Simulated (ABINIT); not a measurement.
# How the form of the self-energy moves the gap of Tellurium (P3_121, 3 atoms a cell)

How much does the gap of Tellurium (P3_121, 3 atoms a cell) depend on the approximation to the self-energy?

Calculated with ABINIT 10.8.3; PBE and many-body steps on it, plane waves.

The database entry behind the starting cell differs from later determinations by our own check (inner coordinate of an old entry), so it need not match the best structure at ambient conditions.

**1. The starting structure**

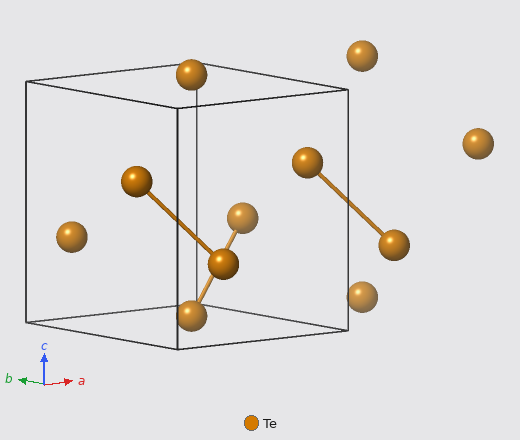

Start, viewed from a free direction; tellurium orange. 2×1×1 cells are drawn. Bonds to atoms that aren't drawn are left out. Some periodic images of atoms are drawn too.

The cell and positions come from the Crystallography Open Database and are kept as given unless a step says otherwise. Spin-orbit coupling is left out unless a step names it.

**2. Empty states on the mesh, 3×3×2 mesh, 265 bands**

This step: ABINIT 10.8.3; DFT, PBE, plane waves, norm-conserving pseudopotentials.

The sums over transitions need many empty states on a uniform mesh; this step solves for them.

Contents of run.abi:

```
acell 3*1.0 Angstrom
rprim 
  4.454000000025 -0.000000000006 0.000000000000
  -2.227000000008 3.857277148481 0.000000000000
  0.000000000000 0.000000000000 5.924000000000
ntypat 1
znucl 52
natom 3
typat 1 1 1
xred 
  0.269000000000 0.000000000000 0.333333333333
  0.000000000000 0.269000000000 0.666666666667
  0.731000000000 0.731000000000 -0.000000000000
pp_dirpath "pseudos"
pseudos "Te.upf"
ecut 34
ngkpt 3 3 2
nshiftk 1
shiftk 0 0 0
kptopt 1
chksymbreak 0
iscf -2
irdden 1
istwfk *1
nband 265
nbdbuf 24
tolwfr 1e-09
nstep 60
prtvol 0
indata_prefix "in"
outdata_prefix "out"
tmpdata_prefix "tmp"
```

The run is started by

```
$ OMP_NUM_THREADS=1 mpirun -n 4 abinit run.abi > log
```

Numbers of over 12 decimals in the logs are rounded to 6 here.

The program printed:

```text
.Version 10.8.3 of ABINIT. v10.8.2 released Aug 2026.

 Symmetries : space group P3_1 2 1 (#152); Bravais hP (primitive hexag.)
[... echo of the input left out ...]
== DATASET  1 ==================================================================
-   mpi_nproc: 4, omp_nthreads: 1 (-1 if OMP is not activated)

--- !DatasetInfo
iteration_state: {dtset: 1, }
dimensions: {natom: 3, nkpt: 6, mband: 265, nsppol: 1, nspinor: 1, nspden: 1, mpw: 6557, }
cutoff_energies: {ecut:  34.0, pawecutdg:  -1.0, }
[...]
3.41131    3.44203    3.45667    3.45667    3.48854    3.53430    3.53431    3.54484
   3.55336    3.55336    3.60476    3.60492    3.60566    3.64154    3.65141    3.66861
   3.67678
 prteigrs : prtvol=0 or 1, do not print more k-points.

== END DATASET(S) ==============================================================
================================================================================

 -outvars: echo values of variables after computation  --------
            nband         265
             nkpt           6
          spgroup         152
 [... the other variables as echoed above ...]

 Calculation completed.
```

Run time: 2.9 min. Hardware: 4 MPI ranks of Arm Neoverse V1, shared host; peak memory 0.5 GiB.

This step gave:

```
gap                                                           : 0.1739 eV
k of the valence top                                          : 0.3333, 0.3333, 0.5
k of the conduction bottom                                    : 0.3333, 0.3333, 0.5
least direct gap                                              : 0.1739 eV
k points computed                                             : 6
lowest point of the top converged band, above the valence top : 85.6495 eV
```

On this mesh the gap is 0.174 eV.

The density comes from a self-consistent run that is not shown.

**3. Screening, 3×3×2 mesh, 241 bands, screening to 152.4 eV**

The RPA dielectric matrix is built and inverted for each q.

This step: RPA screening on PBE, plane waves, norm-conserving pseudopotentials.

Edit run.abi of step 2 so:

```diff
@@ -21,10 +21,11 @@
 chksymbreak 0
-iscf -2
-irdden 1
 istwfk *1
-nband 265
-nbdbuf 24
-tolwfr 1e-09
-nstep 60
-prtvol 0
+occopt 1
+irdwfk 1
+optdriver 3
+nband 241
+ecuteps 5.6
+inclvkb 2
+awtr 1
+symchi 1
 indata_prefix "in"
```

The program printed:

```text
.Version 10.8.3 of ABINIT. v10.8.2 released Aug 2026.

 Symmetries : space group P3_1 2 1 (#152); Bravais hP (primitive hexag.)
[... echo of the input left out ...]
== DATASET  1 ==================================================================
-   mpi_nproc: 4, omp_nthreads: 1 (-1 if OMP is not activated)

--- !DatasetInfo
iteration_state: {dtset: 1, }
dimensions: {natom: 3, nkpt: 6, mband: 241, nsppol: 1, nspinor: 1, nspden: 1, mpw: 6557, }
cutoff_energies: {ecut:  34.0, pawecutdg:  -1.0, }
electrons: {nelect:   4.80000000E+01, charge:   0.00000000E+00, occopt:   1.00000000E+00, tsmear:   1.00000000E-02, }

 SCREENING: Calculation of the susceptibility and dielectric matrices

 Based on a program developped by R.W. Godby, V. Olevano, G. Onida, and L. Reining.
 Incorporated in ABINIT by V. Olevano, G.-M. Rignanese, and M. Torrent.
.Using double precision arithmetic ; gwpc =  8

[... cell and pseudopotentials left out ...]
--------------------------------------------------------------------------------

 ==== K-mesh for the wavefunctions ====
 Number of points in the irreducible wedge :     6
[... list of points left out ...]
 Together with  6 symmetry operations and time-reversal symmetry
 yields    18 points in the full Brillouin Zone.

 ==== Q-mesh for the screening function ====
 Number of points in the irreducible wedge :     6
[... list of points left out ...]
 Together with  6 symmetry operations and time-reversal symmetry
 yields    18 points in the full Brillouin Zone.

 setmesh: FFT mesh size selected  =    27x   27x   45
          total number of points  =        32805

 vcoul_init : cutoff-mode = AUXILIARY_FUNCTION
 q-points for optical limit:   1
     1)      0.000010    0.000020    0.000030

- screening: taking advantage of time-reversal symmetry
- Maximum band index for partially occupied states nbvw = 24
- Remaining bands to be divided among processors   nbcw = 217
- Number of bands treated by each node ~54

 Number of electrons calculated from density =   48.0000; Expected =   48.0000
 average of density, n =  0.069887
 r_s =    1.5060
 omega_plasma =   25.5009 [eV]

 calculating chi0 at frequencies [eV] :
  1    0.000000E+00    0.000000E+00
  2    0.000000E+00    2.550086E+01

--------------------------------------------------------------------------------
  q-point number  1        q = ( 0.000000, 0.000000, 0.000000) [r.l.u.]
--------------------------------------------------------------------------------
[... chi0 elements left out ...]
 For q-point:  0.000010 0.000020 0.000030
  dielectric constant =   1.65851E+03
  dielectric constant without local fields =   2.09901E+03

  Average fulfillment of the sum rule on Im[epsilon] for q-point    1 :     94.16  [%]
[... wings left out ...]
  q-point number  2        q = ( 0.333333, 0.000000, 0.000000) [r.l.u.]
--------------------------------------------------------------------------------
[... chi0 elements left out ...]
  Average fulfillment of the sum rule on Im[epsilon] for q-point    2 :    104.56  [%]

 [... 4 further q-points ...]
```

It took 2 min on 4 MPI ranks; peak memory 1.5 GiB; 7.4 min of CPU time.

Numbers from this step:

- ε∞ with local fields, on this mesh, along the program's q direction: 1659
- the same without local fields: 2099
- plasma frequency: 25.50 eV
- plane waves in the screening matrix: 449

Local fields lower ε∞ by 21 %. The value itself is an artefact of the mesh, where one narrow direct gap carries too much weight.

**4. G0W0, Godby-Needs plasmon pole**

The self-energy is evaluated for the states that the input lists, and the levels follow from it, in one-shot runs by the linearised quasiparticle equation.

This step: G0W0 on PBE, plane waves, norm-conserving pseudopotentials.

Edit run.abi of step 3 so:

```diff
@@ -24,8 +24,17 @@
 irdwfk 1
-optdriver 3
+optdriver 4
 nband 241
+gwcalctyp 0
+ecutsigx 34
+symsigma 1
+nkptgw 2
+kptgw 
+  0.3333333333 0.3333333333 0.5000000000
+  0.0000000000 0.0000000000 0.0000000000
+bdgw 
+  23 27
+  22 26
 ecuteps 5.6
-inclvkb 2
-awtr 1
-symchi 1
+irdscr 1
+ppmodel 1
 indata_prefix "in"
```

The program printed:

```text
.Version 10.8.3 of ABINIT. v10.8.2 released Aug 2026.

 Symmetries : space group P3_1 2 1 (#152); Bravais hP (primitive hexag.)
[... echo of the input left out ...]
== DATASET  1 ==================================================================
-   mpi_nproc: 4, omp_nthreads: 1 (-1 if OMP is not activated)

--- !DatasetInfo
iteration_state: {dtset: 1, }
dimensions: {natom: 3, nkpt: 6, mband: 241, nsppol: 1, nspinor: 1, nspden: 1, mpw: 6557, }
cutoff_energies: {ecut:  34.0, pawecutdg:  -1.0, }
electrons: {nelect:   4.80000000E+01, charge:   0.00000000E+00, occopt:   1.00000000E+00, tsmear:   1.00000000E-02, }

 SIGMA: Calculation of the GW corrections

 Based on a program developped by R.W. Godby, V. Olevano, G. Onida, and L. Reining.
 Incorporated in ABINIT by V. Olevano, G.-M. Rignanese, and M. Torrent.
.Using double precision arithmetic ; gwpc =  8

[... cell and pseudopotentials left out ...]
--------------------------------------------------------------------------------

 ==== K-mesh for the wavefunctions ====
 Number of points in the irreducible wedge :     6
[... list of points left out ...]
 Together with  6 symmetry operations and time-reversal symmetry
 yields    18 points in the full Brillouin Zone.

 ==== Q-mesh for screening function ====
 Number of points in the irreducible wedge :     6
[... list of points left out ...]
 Together with  6 symmetry operations and time-reversal symmetry
 yields    18 points in the full Brillouin Zone.

 vcoul_init : cutoff-mode = AUXILIARY_FUNCTION
 q-points for optical limit:   1
     1)      0.000010    0.000020    0.000030
 setmesh: FFT mesh size selected  =    40x   40x   60
          total number of points  =        96000

 Number of electrons calculated from density =   48.0000; Expected =   48.0000
 average of density, n =  0.069887
 r_s =    1.5060
 omega_plasma =   25.5009 [eV]

 === KS Band Gaps ===
  >>>> For spin  1
   Minimum direct gap =   0.1738 [eV], located at k-point      :   0.3333  0.3333  0.5000
   Fundamental gap    =   0.1738 [eV], Top of valence bands at :   0.3333  0.3333  0.5000
                                       Bottom of conduction at :   0.3333  0.3333  0.5000
 SIGMA fundamental parameters:
 PLASMON POLE MODEL  1
 number of plane-waves for SigmaX                 6557
 number of plane-waves for SigmaC and W            449
 number of plane-waves for wavefunctions          6557
 number of bands                                   241
 number of independent spin polarizations            1
 number of spinorial components                      1
 number of k-points in IBZ                           6
 number of q-points in IBZ                           6
 number of symmetry operations                       6
 number of k-points in BZ                           18
 number of q-points in BZ                           18
 number of frequencies for dSigma/dE                 9
 frequency step for dSigma/dE [eV]                0.25
 number of omega for Sigma on real axis              0
 max omega for Sigma on real axis  [eV]           0.00
 zcut for avoiding poles [eV]                     0.10

 EPSILON^-1 parameters (SCR file):
 dimension of the eps^-1 matrix on file            449
 dimension of the eps^-1 matrix used               449
 number of plane-waves for wavefunctions          6557
 number of bands                                   241
 number of q-points in IBZ                           6
 number of frequencies                               2
 number of real frequencies                          1
 number of imag frequencies                          1

 matrix elements of self-energy operator (all in [eV])

 Perturbative Calculation

--- !SelfEnergy_ee
iteration_state: {dtset: 1, }
kpoint     : [   0.333,    0.333,    0.500, ]
spin       : 1
KS_gap     :    0.174
QP_gap     :    0.497
Delta_QP_KS:    0.324
data: !SigmaeeData |
     Band     E0 <VxcDFT>   SigX SigC(E0)      Z dSigC/dE  Sig(E)    E-E0       E
       23   4.683 -12.381 -14.438   1.083   0.784  -0.275 -13.145  -0.763   3.920
       24   4.683 -12.381 -14.438   1.083   0.784  -0.275 -13.145  -0.763   3.920
       25   4.857 -11.885  -9.305  -3.139   0.786  -0.272 -12.324  -0.440   4.417
       26   6.003 -11.851  -9.094  -3.334   0.786  -0.273 -12.305  -0.453   5.550
       27   6.003 -11.851  -9.094  -3.334   0.786  -0.273 -12.305  -0.453   5.550

--- !SelfEnergy_ee
iteration_state: {dtset: 1, }
kpoint     : [   0.000,    0.000,    0.000, ]
spin       : 1
KS_gap     :    1.861
QP_gap     :    2.145
Delta_QP_KS:    0.285
data: !SigmaeeData |
     Band     E0 <VxcDFT>   SigX SigC(E0)      Z dSigC/dE  Sig(E)    E-E0       E
       22   3.007 -11.477 -14.257   1.824   0.776  -0.288 -12.219  -0.742   2.265
       23   3.007 -11.477 -14.257   1.824   0.776  -0.288 -12.219  -0.742   2.265
       24   3.836 -11.708 -14.430   1.693   0.779  -0.284 -12.509  -0.801   3.034
       25   5.696 -12.128  -9.580  -3.208   0.782  -0.279 -12.644  -0.517   5.179
       26   5.696 -12.128  -9.580  -3.208   0.782  -0.279 -12.644  -0.517   5.179

== END DATASET(S) ==============================================================
================================================================================

 -outvars: echo values of variables after computation  --------
           etotal      0.0000000000E+00
            nband         241
             nkpt           6
          spgroup         152
 [... the other variables as echoed above ...]

 Calculation completed.
```

Run time: 47 s. Hardware: 4 MPI ranks; peak memory 1.5 GiB; 3 min of CPU time.

This step gave:

| Item | Value |
| --- | --- |
| G0W0 gap on the points computed | 0.4970 eV |
| starting gap on the mesh | 0.1739 eV |
| k of the valence top | 0.3333, 0.3333, 0.5 |
| k of the conduction bottom | 0.3333, 0.3333, 0.5 |
| Z at the valence top | 0.784 |
| Z at the conduction bottom | 0.786 |
| least direct G0W0 gap on the computed points | 0.4970 eV |

The gap on the mesh goes from 0.17 eV to 0.50 eV, a correction of +0.32 eV.

**5. G0W0, Hybertsen-Louie plasmon pole**

Edit run.abi of step 4 so:

```diff
@@ -38,3 +38,3 @@
 irdscr 1
-ppmodel 1
+ppmodel 2
 indata_prefix "in"
```

The program printed:

```text
.Version 10.8.3 of ABINIT. v10.8.2 released Aug 2026.

 Symmetries : space group P3_1 2 1 (#152); Bravais hP (primitive hexag.)
[... echo of the input left out ...]
== DATASET  1 ==================================================================
-   mpi_nproc: 4, omp_nthreads: 1 (-1 if OMP is not activated)

--- !DatasetInfo
iteration_state: {dtset: 1, }
dimensions: {natom: 3, nkpt: 6, mband: 241, nsppol: 1, nspinor: 1, nspden: 1, mpw: 6557, }
cutoff_energies: {ecut:  34.0, pawecutdg:  -1.0, }
electrons: {nelect:   4.80000000E+01, charge:   0.00000000E+00, occopt:   1.00000000E+00, tsmear:   1.00000000E-02, }

 SIGMA: Calculation of the GW corrections

 Based on a program developped by R.W. Godby, V. Olevano, G. Onida, and L. Reining.
 Incorporated in ABINIT by V. Olevano, G.-M. Rignanese, and M. Torrent.
.Using double precision arithmetic ; gwpc =  8

[... cell and pseudopotentials left out ...]
--------------------------------------------------------------------------------

 ==== K-mesh for the wavefunctions ====
 Number of points in the irreducible wedge :     6
[... list of points left out ...]
 Together with  6 symmetry operations and time-reversal symmetry
 yields    18 points in the full Brillouin Zone.

 ==== Q-mesh for screening function ====
 Number of points in the irreducible wedge :     6
[... list of points left out ...]
 Together with  6 symmetry operations and time-reversal symmetry
 yields    18 points in the full Brillouin Zone.

 vcoul_init : cutoff-mode = AUXILIARY_FUNCTION
 q-points for optical limit:   1
     1)      0.000010    0.000020    0.000030
 setmesh: FFT mesh size selected  =    40x   40x   60
          total number of points  =        96000

 Number of electrons calculated from density =   48.0000; Expected =   48.0000
[...]
number of omega for Sigma on real axis              0
 max omega for Sigma on real axis  [eV]           0.00
 zcut for avoiding poles [eV]                     0.10

 EPSILON^-1 parameters (SCR file):
 dimension of the eps^-1 matrix on file            449
 dimension of the eps^-1 matrix used               449
 number of plane-waves for wavefunctions          6557
 number of bands                                   241
 number of q-points in IBZ                           6
 number of frequencies                               2
 number of real frequencies                          1
 number of imag frequencies                          1

 matrix elements of self-energy operator (all in [eV])

 Perturbative Calculation

--- !SelfEnergy_ee
iteration_state: {dtset: 1, }
kpoint     : [   0.333,    0.333,    0.500, ]
spin       : 1
KS_gap     :    0.174
QP_gap     :    0.469
Delta_QP_KS:    0.295
data: !SigmaeeData |
     Band     E0 <VxcDFT>   SigX SigC(E0)      Z dSigC/dE  Sig(E)    E-E0       E
       23   4.683 -12.381 -14.438   0.771   0.835  -0.197 -13.455  -1.074   3.610
       24   4.683 -12.381 -14.438   0.771   0.835  -0.197 -13.455  -1.074   3.610
       25   4.857 -11.885  -9.305  -3.511   0.836  -0.196 -12.663  -0.779   4.078
[...]
--- !SelfEnergy_ee
iteration_state: {dtset: 1, }
kpoint     : [   0.000,    0.000,    0.000, ]
spin       : 1
KS_gap     :    1.861
QP_gap     :    2.216
Delta_QP_KS:    0.356
data: !SigmaeeData |
     Band     E0 <VxcDFT>   SigX SigC(E0)      Z dSigC/dE  Sig(E)    E-E0       E
[...]
25   5.696 -12.128  -9.580  -3.510   0.834  -0.199 -12.931  -0.803   4.893
       26   5.696 -12.128  -9.580  -3.510   0.834  -0.199 -12.931  -0.803   4.893

== END DATASET(S) ==============================================================
================================================================================

 -outvars: echo values of variables after computation  --------
           etotal      0.0000000000E+00
            nband         241
             nkpt           6
          spgroup         152
 [... the other variables as echoed above ...]

 Calculation completed.
```

Elapsed: 45 s, on 4 MPI ranks; peak memory 1.4 GiB.

This step gave:

```
G0W0 gap on the points computed              : 0.4680 eV
starting gap on the mesh                     : 0.1739 eV
k of the valence top                         : 0.3333, 0.3333, 0.5
k of the conduction bottom                   : 0.3333, 0.3333, 0.5
Z at the valence top                         : 0.835
Z at the conduction bottom                   : 0.836
least direct G0W0 gap on the computed points : 0.4680 eV
```

Against G0W0 in ABINIT (3×3×2 mesh, 241 bands, screening to 152.4 eV, Godby-Needs plasmon pole), the gap moves by −0.029 eV.

**6. G0W0, von der Linden-Horsch plasmon pole**

Edit run.abi of step 5 so:

```diff
@@ -38,3 +38,3 @@
 irdscr 1
-ppmodel 2
+ppmodel 3
 indata_prefix "in"
```

The program printed:

```text
.Version 10.8.3 of ABINIT. v10.8.2 released Aug 2026.

 Symmetries : space group P3_1 2 1 (#152); Bravais hP (primitive hexag.)
[... echo of the input left out ...]
== DATASET  1 ==================================================================
-   mpi_nproc: 4, omp_nthreads: 1 (-1 if OMP is not activated)

--- !DatasetInfo
iteration_state: {dtset: 1, }
dimensions: {natom: 3, nkpt: 6, mband: 241, nsppol: 1, nspinor: 1, nspden: 1, mpw: 6557, }
cutoff_energies: {ecut:  34.0, pawecutdg:  -1.0, }
[...]
Band     E0 <VxcDFT>   SigX SigC(E0)      Z dSigC/dE  Sig(E)    E-E0       E
[...]
25   5.696 -12.128  -9.580  -3.627   0.835  -0.197 -13.030  -0.902   4.794
       26   5.696 -12.128  -9.580  -3.627   0.835  -0.197 -13.030  -0.902   4.794

== END DATASET(S) ==============================================================
================================================================================

 -outvars: echo values of variables after computation  --------
           etotal      0.0000000000E+00
            nband         241
             nkpt           6
          spgroup         152
 [... the other variables as echoed above ...]

 Calculation completed.
```

The job ended after 20 s (4 MPI ranks; peak memory 1.4 GiB; 74 s of CPU time).

This step gave:

| Quantity | Value |
| --- | --- |
| G0W0 gap on the points computed | 0.5090 eV |
| starting gap on the mesh | 0.1739 eV |
| k of the valence top | 0.3333, 0.3333, 0.5 |
| k of the conduction bottom | 0.3333, 0.3333, 0.5 |
| least direct G0W0 gap on the computed points | 0.5090 eV |

Against G0W0 in ABINIT (3×3×2 mesh, 241 bands, screening to 152.4 eV, Godby-Needs plasmon pole), the gap moves by +0.012 eV.

(Part 1 of 2 ends here.)

[Paths, hosts, dates, memory and timing lines, banners, echoed tables and standing remarks are left out of the program output.]

[Logs are printed without paths, hosts, clocks, repeated set-up lines and the standing remarks that a program may print on its own settings, such as how far it seeks lower states.]

[Runs of the session that timed out or met a known fault of the program may be left out.]

[Hosts, paths, dates, database ids (printed as entryN), source tags and the programs' standing remarks are cut or masked in the printed files.]

[G0W0 gaps are taken among the corrected bands and points alone; a level outside them can change the order at an edge.]

[Where Ansatz stands beside ABINIT at settings called matched, ABINIT's density can come from a denser mesh and the files from another edition; pairs whose starting gaps differed by over 0.03 eV were left out, so agreement reads better than it is.]
